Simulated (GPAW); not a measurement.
Geometry relaxation, with input and output: GeH2Br (part 4 of 5)

Continued. System: GeH2Br, multiplicity 2, SMILES [GeH2][Br]. Method: PBEsol/dzp, UKS, dispersion D3(BJ), scalar-relativistic datasets (GPAW 26.7.0). The geometry comes from this level: UFF from SMILES.

Geometry of the input (Å):
```
Ge -0.2312  -0.0003  0.4299
Br 2.0346  -0.0122  -0.1040
H  -0.9096  -1.2594  -0.1680
H  -0.8938  1.2719  -0.1579
```

## What the program printed, continued
```
Force computation time: 0.202  # s
FIRE:   12 00:02:40      -11.584109        0.106633
         .-------------------------------.
        /|                               |
       / |                               |
      /  |                               |
     /   |                               |
    /    |                               |
   /     |                               |
  /      |                               |
 *       |                               |
 |       |                               |
 |       |        HGe                    |
 |       |               Br              |
 |       |       H                       |
 |       .-------------------------------.
 |      /                               /
 |     /                               /
 |    /                               /
 |   /                               /
 |  /                               /
 | /                               /
 |/                               /
 *-------------------------------*

Atoms  # Å, Bohr magnetons
|   | symbol |        x |        y |        z |    initial magnetic moments |
|---|--------|----------|----------|----------|-----------------------------|
| 0 |     Ge | 5.671814 | 6.259321 | 5.629713 | ( 0.0000,  0.0000,  0.2090) |
| 1 |     Br | 7.931904 | 6.246944 | 5.053078 | ( 0.0000,  0.0000,  0.0957) |
| 2 |      H | 5.011972 | 4.980850 | 4.988582 | ( 0.0000,  0.0000,  0.0233) |
| 3 |      H | 5.026746 | 7.550788 | 4.999293 | ( 0.0000,  0.0000,  0.0234) |

Unit cell  # Å
| periodic |         x |         y |         z |   lengths |    angles |
|----------|-----------|-----------|-----------|-----------|-----------|
|       no | 12.944117 |  0.000000 |  0.000000 | 12.944117 | 90.000000 |
|       no |  0.000000 | 12.531260 |  0.000000 | 12.531260 | 90.000000 |
|       no |  0.000000 |  0.000000 | 10.597823 | 10.597823 | 90.000000 |

Initialization done in: 2.667 s

convergence criteria:
- Maximum [total energy] change in last 3 cyles: 0.0005 eV / valence electron
- Maximum integral of absolute [dens]ity change: 0.0001 electrons / valence electron
- Maximum integral of absolute [eigenst]ate change: 4e-08 eV^2 / valence electron
maximum number of iterations: 100

SCF iterations
|iter     |     time |      energy | eigst |  dens |  magmom |
|---------|----------|-------------|-------|-------|---------|
|iter:   1| 00:02:43 |  -11.554252c|      c|       |  +1.0006|
|iter:   2| 00:02:44 |  -11.554251c|      c| -3.19 |  +1.0006|
|iter:   3| 00:02:47 |  -11.554246c|      c| -3.22 |  +1.0003|
|iter:   4| 00:02:49 |  -11.554246c|      c| -3.55 |  +1.0001|
|iter:   5| 00:02:50 |  -11.554246c|      c| -4.10c|  +1.0000|

Converged in 5 steps
SCF loop duration: 7.385 s (1.477 s/step)
Energy contributions relative to reference atoms: (reference = -127935.605327)

Energy contributions:
  Kinetic:          24.957147
  Coulomb:         -24.172457
  Zero:              0.005112
  External:          0.000000
  Xc:              -12.344048
  Entropy:           0.000000
  Spinorbit:         0.000000
  ----------------------------
  Free energy:     -11.554246
  Extrapolated:    -11.554246

dipole moment: (-0.278423, 0.001650, 0.054814)  # |e|*Ang

Total magnetic moment: (0.000000, 0.000000, 1.000024)

Local magnetic moments
|        x |        y |        z |
|----------|----------|----------|
| 0.000000 | 0.000000 | 0.208780 |  # Ge   0
| 0.000000 | 0.000000 | 0.095801 |  # Br   1
| 0.000000 | 0.000000 | 0.023475 |  # H    2
| 0.000000 | 0.000000 | 0.023509 |  # H    3

Fermi levels: -2.785, -4.730
Eigenvalues  # (at kpt = [0.000, 0.000, 0.000])
| band index |      eig [eV] | occ [0-1] |      eig [eV] | occ [0-1] |
|------------|---------------|-----------|---------------|-----------|
|          0 |       -19.628 |     1.000 |       -19.505 |     1.000 |
|          1 |       -13.796 |     1.000 |       -13.386 |     1.000 |
|          2 |        -8.885 |     1.000 |        -8.604 |     1.000 |
|          3 |        -8.789 |     1.000 |        -8.584 |     1.000 |
|          4 |        -7.342 |     1.000 |        -7.074 |     1.000 |
|          5 |        -6.717 |     1.000 |        -6.628 |     1.000 |
|          6 |        -5.278 |     1.000 |        -4.182 |     0.000 |
|          7 |        -1.388 |     0.000 |        -1.074 |     0.000 |
|          8 |         0.487 |     0.000 |         0.827 |     0.000 |
|          9 |         1.021 |     0.000 |         1.549 |     0.000 |

Gap: 2.794 eV
Transition (v -> c):
  (s=1, k=0, n=6, [0.00, 0.00, 0.00]) -> (s=0, k=0, n=7, [0.00, 0.00, 0.00])
No difference between direct/indirect transitions
vacuum-level: 0.000  # V

Forces  # eV/Ang
|        x |        y |        z |
|----------|----------|----------|
|  0.03497 |  0.00156 |  0.03777 |  # Ge   0
| -0.08782 | -0.00363 | -0.00573 |  # Br   1
|  0.02987 | -0.03915 | -0.01689 |  # H    2
|  0.02802 |  0.03547 | -0.01747 |  # H    3

Force computation time: 0.202  # s
FIRE:   13 00:02:50      -11.584706        0.089138
         .-------------------------------.
        /|                               |
       / |                               |
      /  |                               |
     /   |                               |
    /    |                               |
   /     |                               |
  /      |                               |
 *       |                               |
 |       |                               |
 |       |        HGe                    |
 |       |               Br              |
 |       |       H                       |
 |       .-------------------------------.
 |      /                               /
 |     /                               /
 |    /                               /
 |   /                               /
 |  /                               /
 | /                               /
 |/                               /
 *-------------------------------*

Atoms  # Å, Bohr magnetons
|   | symbol |        x |        y |        z |    initial magnetic moments |
|---|--------|----------|----------|----------|-----------------------------|
| 0 |     Ge | 5.670845 | 6.259372 | 5.632089 | ( 0.0000,  0.0000,  0.2088) |
| 1 |     Br | 7.928099 | 6.246797 | 5.051948 | ( 0.0000,  0.0000,  0.0958) |
| 2 |      H | 5.014684 | 4.979354 | 4.987811 | ( 0.0000,  0.0000,  0.0235) |
| 3 |      H | 5.029330 | 7.552268 | 4.998524 | ( 0.0000,  0.0000,  0.0235) |

Unit cell  # Å
| periodic |         x |         y |         z |   lengths |    angles |
|----------|-----------|-----------|-----------|-----------|-----------|
|       no | 12.944117 |  0.000000 |  0.000000 | 12.944117 | 90.000000 |
|       no |  0.000000 | 12.531260 |  0.000000 | 12.531260 | 90.000000 |
|       no |  0.000000 |  0.000000 | 10.597823 | 10.597823 | 90.000000 |

Initialization done in: 2.192 s

convergence criteria:
- Maximum [total energy] change in last 3 cyles: 0.0005 eV / valence electron
- Maximum integral of absolute [dens]ity change: 0.0001 electrons / valence electron
- Maximum integral of absolute [eigenst]ate change: 4e-08 eV^2 / valence electron
maximum number of iterations: 100

SCF iterations
|iter     |     time |      energy | eigst |  dens |  magmom |
|---------|----------|-------------|-------|-------|---------|
|iter:   1| 00:02:52 |  -11.554849c|      c|       |  +1.0006|
|iter:   2| 00:02:54 |  -11.554846c|      c| -3.06 |  +1.0006|
|iter:   3| 00:02:56 |  -11.554831c|      c| -3.09 |  +1.0003|
|iter:   4| 00:02:58 |  -11.554830c|      c| -3.49 |  +1.0001|
|iter:   5| 00:03:00 |  -11.554830c|      c| -3.92 |  +1.0000|
|iter:   6| 00:03:02 |  -11.554830c|      c| -4.28c|  +1.0000|

Converged in 6 steps
SCF loop duration: 9.261 s (1.544 s/step)
Energy contributions relative to reference atoms: (reference = -127935.605327)

Energy contributions:
  Kinetic:          25.020266
  Coulomb:         -24.230228
  Zero:              0.005015
  External:          0.000000
  Xc:              -12.349883
  Entropy:           0.000000
  Spinorbit:         0.000000
  ----------------------------
  Free energy:     -11.554830
  Extrapolated:    -11.554830

dipole moment: (-0.277560, 0.001693, 0.055745)  # |e|*Ang

Total magnetic moment: (0.000000, 0.000000, 1.000008)

Local magnetic moments
|        x |        y |        z |
|----------|----------|----------|
| 0.000000 | 0.000000 | 0.208489 |  # Ge   0
| 0.000000 | 0.000000 | 0.095956 |  # Br   1
| 0.000000 | 0.000000 | 0.023652 |  # H    2
| 0.000000 | 0.000000 | 0.023694 |  # H    3

Fermi levels: -2.779, -4.735
Eigenvalues  # (at kpt = [0.000, 0.000, 0.000])
| band index |      eig [eV] | occ [0-1] |      eig [eV] | occ [0-1] |
|------------|---------------|-----------|---------------|-----------|
|          0 |       -19.632 |     1.000 |       -19.509 |     1.000 |
|          1 |       -13.791 |     1.000 |       -13.382 |     1.000 |
|          2 |        -8.885 |     1.000 |        -8.603 |     1.000 |
|          3 |        -8.785 |     1.000 |        -8.580 |     1.000 |
|          4 |        -7.346 |     1.000 |        -7.076 |     1.000 |
|          5 |        -6.716 |     1.000 |        -6.626 |     1.000 |
|          6 |        -5.283 |     1.000 |        -4.188 |     0.000 |
|          7 |        -1.370 |     0.000 |        -1.056 |     0.000 |
|          8 |         0.474 |     0.000 |         0.814 |     0.000 |
|          9 |         1.019 |     0.000 |         1.548 |     0.000 |

Gap: 2.818 eV
Transition (v -> c):
  (s=1, k=0, n=6, [0.00, 0.00, 0.00]) -> (s=0, k=0, n=7, [0.00, 0.00, 0.00])
No difference between direct/indirect transitions
vacuum-level: 0.000  # V

Forces  # eV/Ang
|        x |        y |        z |
|----------|----------|----------|
|  0.00999 |  0.00238 |  0.02168 |  # Ge   0
| -0.05644 | -0.00203 | -0.00530 |  # Br   1
|  0.02611 | -0.02609 | -0.00810 |  # H    2
|  0.02426 |  0.02147 | -0.00849 |  # H    3

Force computation time: 0.198  # s
FIRE:   14 00:03:02      -11.585298        0.057774
         .-------------------------------.
        /|                               |
       / |                               |
      /  |                               |
     /   |                               |
    /    |                               |
   /     |                               |
  /      |                               |
 *       |                               |
 |       |                               |
 |       |        HGe                    |
 |       |               Br              |
 |       |       H                       |
 |       .-------------------------------.
 |      /                               /
 |     /                               /
 |    /                               /
 |   /                               /
 |  /                               /
 | /                               /
 |/                               /
 *-------------------------------*

Atoms  # Å, Bohr magnetons
|   | symbol |        x |        y |        z |    initial magnetic moments |
|---|--------|----------|----------|----------|-----------------------------|
| 0 |     Ge | 5.670041 | 6.259458 | 5.634786 | ( 0.0000,  0.0000,  0.2085) |
| 1 |     Br | 7.923457 | 6.246620 | 5.050745 | ( 0.0000,  0.0000,  0.0960) |
| 2 |      H | 5.017772 | 4.977472 | 4.986918 | ( 0.0000,  0.0000,  0.0237) |
| 3 |      H | 5.032264 | 7.554066 | 4.997629 | ( 0.0000,  0.0000,  0.0237) |

Unit cell  # Å
| periodic |         x |         y |         z |   lengths |    angles |
|----------|-----------|-----------|-----------|-----------|-----------|
|       no | 12.944117 |  0.000000 |  0.000000 | 12.944117 | 90.000000 |
|       no |  0.000000 | 12.531260 |  0.000000 | 12.531260 | 90.000000 |
|       no |  0.000000 |  0.000000 | 10.597823 | 10.597823 | 90.000000 |

Initialization done in: 2.602 s

convergence criteria:
- Maximum [total energy] change in last 3 cyles: 0.0005 eV / valence electron
- Maximum integral of absolute [dens]ity change: 0.0001 electrons / valence electron
- Maximum integral of absolute [eigenst]ate change: 4e-08 eV^2 / valence electron
maximum number of iterations: 100

SCF iterations
```

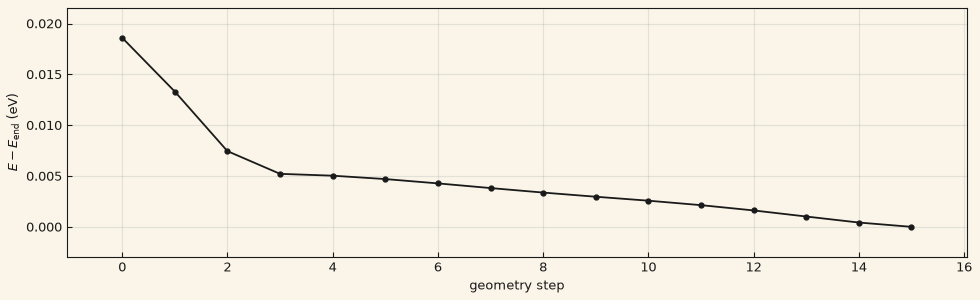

Fig. 1: Progress of the relaxation, step by step (steps are counted from 0).

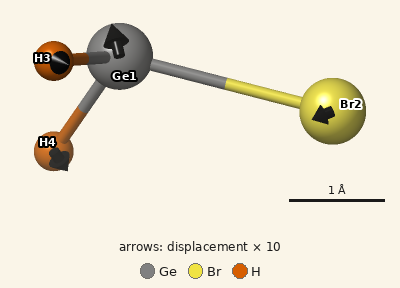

Fig. 2: The starting structure with the displacements as black arrows, magnified 10 times (ball-and-stick view, seen at an oblique angle). The two geometries are laid on each other by the best rigid fit. Over 15 geometry steps the energy falls by 0.019 eV. Largest force component: 0.46 eV/Å at the start, 0.029 eV/Å at the end. The atom that moves furthest after the best rigid fit is Ge1 (0.039 Å). By element the largest moves are Ge 0.039 Å, H 0.031 Å, Br 0.024 Å. Among the contacts that change: Ge1–H3 1.550 → 1.578 Å. Among the angles that change: Br2–Ge1–H3 109.5° → 107.0°. (Atoms are counted from 1 in the order of the input.)

```
|iter     |     time |      energy | eigst |  dens |  magmom |
|---------|----------|-------------|-------|-------|---------|
|iter:   1| 00:03:04 |  -11.555279c|      c|       |  +1.0006|
|iter:   2| 00:03:07 |  -11.555273c|      c| -2.96 |  +1.0005|
|iter:   3| 00:03:10 |  -11.555248c|      c| -3.00 |  +1.0003|
|iter:   4| 00:03:13 |  -11.555244c|      c| -3.30 |  +1.0001|
|iter:   5| 00:03:15 |  -11.555244c|      c| -3.76 |  +1.0001|
|iter:   6| 00:03:18 |  -11.555244c|      c| -4.12c|  +1.0000|

Converged in 6 steps
SCF loop duration: 13.114 s (2.186 s/step)
Energy contributions relative to reference atoms: (reference = -127935.605327)

Energy contributions:
  Kinetic:          25.108804
  Coulomb:         -24.310791
  Zero:              0.004915
  External:          0.000000
  Xc:              -12.358172
  Entropy:           0.000000
  Spinorbit:         0.000000
  ----------------------------
  Free energy:     -11.555244
  Extrapolated:    -11.555244

dipole moment: (-0.275889, 0.001773, 0.056738)  # |e|*Ang

Total magnetic moment: (0.000000, 0.000000, 1.000010)

Local magnetic moments
|        x |        y |        z |
|----------|----------|----------|
| 0.000000 | 0.000000 | 0.208150 |  # Ge   0
| 0.000000 | 0.000000 | 0.096135 |  # Br   1
| 0.000000 | 0.000000 | 0.023854 |  # H    2
| 0.000000 | 0.000000 | 0.023902 |  # H    3

Fermi levels: -2.770, -4.740
Eigenvalues  # (at kpt = [0.000, 0.000, 0.000])
| band index |      eig [eV] | occ [0-1] |      eig [eV] | occ [0-1] |
|------------|---------------|-----------|---------------|-----------|
|          0 |       -19.639 |     1.000 |       -19.516 |     1.000 |
|          1 |       -13.784 |     1.000 |       -13.376 |     1.000 |
|          2 |        -8.884 |     1.000 |        -8.602 |     1.000 |
|          3 |        -8.781 |     1.000 |        -8.577 |     1.000 |
|          4 |        -7.352 |     1.000 |        -7.081 |     1.000 |
|          5 |        -6.715 |     1.000 |        -6.625 |     1.000 |
|          6 |        -5.287 |     1.000 |        -4.193 |     0.000 |
|          7 |        -1.346 |     0.000 |        -1.032 |     0.000 |
|          8 |         0.460 |     0.000 |         0.800 |     0.000 |
|          9 |         1.015 |     0.000 |         1.546 |     0.000 |

Gap: 2.847 eV
Transition (v -> c):
  (s=1, k=0, n=6, [0.00, 0.00, 0.00]) -> (s=0, k=0, n=7, [0.00, 0.00, 0.00])
No difference between direct/indirect transitions
vacuum-level: 0.000  # V

Forces  # eV/Ang
|        x |        y |        z |
|----------|----------|----------|
| -0.02928 |  0.00195 |  0.00256 |  # Ge   0
| -0.01503 |  0.00081 | -0.00668 |  # Br   1
|  0.02215 | -0.00692 |  0.00474 |  # H    2
|  0.02175 |  0.00447 |  0.00354 |  # H    3

Force computation time: 0.204  # s
FIRE:   15 00:03:18      -11.585721        0.028808
Converged: True
Final energy            -11.58572 eV
```

## Trajectory as extended XYZ (Å, eV, eV/Å), 16 frames, from step=0 to step=15
```
4
Properties=species:S:1:pos:R:3:forces:R:3 step=0 energy=-11.56712
Ge    5.6784    6.2591    5.5978    0.2496  -0.0051   0.4574
Br    7.9441    6.2471    5.0640   -0.0930   0.0036  -0.0599
H     5.0000    5.0000    5.0000   -0.0684  -0.3391  -0.1967
H     5.0157    7.5313    5.0101   -0.0740   0.3473  -0.1905
4
Properties=species:S:1:pos:R:3:forces:R:3 step=1 energy=-11.57241
Ge    5.6808    6.2591    5.6024    0.1377  -0.0015   0.3703
Br    7.9432    6.2472    5.0634   -0.0618   0.0026  -0.0638
H     4.9993    4.9966    4.9980   -0.0237  -0.2585  -0.1540
H     5.0150    7.5347    5.0082   -0.0303   0.2627  -0.1455
4
Properties=species:S:1:pos:R:3:forces:R:3 step=2 energy=-11.57827
Ge    5.6847    6.2590    5.6107   -0.0417   0.0035   0.2167
Br    7.9417    6.2472    5.0621   -0.0157   0.0009  -0.0680
H     4.9984    4.9906    4.9945    0.0467  -0.1274  -0.0792
H     5.0140    7.5408    5.0048    0.0395   0.1286  -0.0736
4
Properties=species:S:1:pos:R:3:forces:R:3 step=3 energy=-11.58051
Ge    5.6875    6.2590    5.6213   -0.2084   0.0050   0.0417
Br    7.9400    6.2473    5.0600    0.0132  -0.0011  -0.0647
H     4.9983    4.9834    4.9902    0.1124   0.0122   0.0035
H     5.0137    7.5482    5.0007    0.1098  -0.0147   0.0069
4
Properties=species:S:1:pos:R:3:forces:R:3 step=4 energy=-11.58069
Ge    5.6870    6.2590    5.6214   -0.1966   0.0047   0.0431
Br    7.9401    6.2473    5.0598    0.0063  -0.0012  -0.0624
H     4.9986    4.9835    4.9902    0.1098   0.0090   0.0018
H     5.0139    7.5481    5.0007    0.1069  -0.0110   0.0051
4
Properties=species:S:1:pos:R:3:forces:R:3 step=5 energy=-11.58102
Ge    5.6859    6.2590    5.6216   -0.1729   0.0039   0.0454
Br    7.9401    6.2473    5.0595   -0.0075  -0.0014  -0.0581
H     4.9991    4.9835    4.9902    0.1042   0.0033  -0.0011
H     5.0145    7.5481    5.0008    0.1009  -0.0045   0.0018
4
Properties=species:S:1:pos:R:3:forces:R:3 step=6 energy=-11.58145
Ge    5.6845    6.2591    5.6219   -0.1405   0.0029   0.0484
Br    7.9401    6.2473    5.0590   -0.0262  -0.0016  -0.0517
H     5.0000    4.9836    4.9903    0.0967  -0.0048  -0.0052
H     5.0153    7.5480    5.0008    0.0927   0.0048  -0.0028
4
Properties=species:S:1:pos:R:3:forces:R:3 step=7 energy=-11.58191
Ge    5.6827    6.2591    5.6224   -0.1023   0.0019   0.0522
Br    7.9401    6.2473    5.0584   -0.0481  -0.0019  -0.0442
H     5.0010    4.9836    4.9902    0.0870  -0.0140  -0.0098
H     5.0163    7.5479    5.0008    0.0824   0.0152  -0.0082
```
